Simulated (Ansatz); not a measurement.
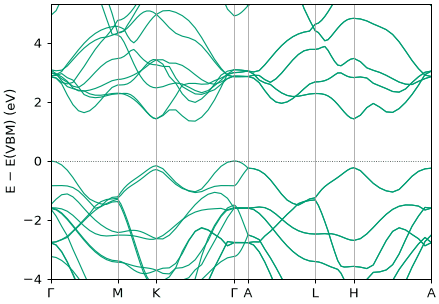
Figure: Band structure from plane-wave PAW r²SCAN (Ansatz code)

Question: Read off the gap and where the band edges lie.

Answer: About 1.3 eV (1.33 eV by a search for the band edges); maximum at Γ, minimum on the K–Γ line, 46 % of the way from K.

The material is WSe₂ in space group P6_3/mmc (No. 194; W on 2c, Se on 4f).

Symmetry was held in the r²SCAN relaxation. The run is not spin-polarised. A crystal of weakly bound layers computed without a dispersion correction: the cell and the soft elastic constants depend strongly on that. Spin–orbit coupling is left out wherever it is not named.

Potentials: the earlier of the program's two PAW sets.
